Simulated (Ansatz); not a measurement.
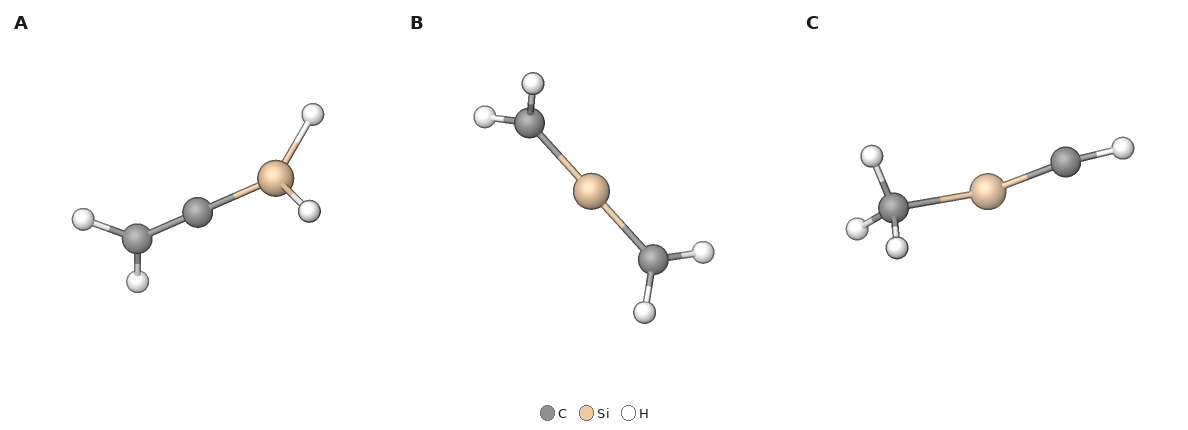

3 stationary structures of one formula. Geometries: PBE0-D4/def2-TZVP. Electronic energies: r2SCAN-D4/def2-TZVPP (Ansatz 0.2.0), without zero-point energy. No frequency run is at hand to confirm each as a minimum. Each is one conformer, not always the lowest.

> Which structure is the most stable?

A is lowest (C2v); B lies 0.547 eV above it (D2d), C lies 0.937 eV above it (Cs).
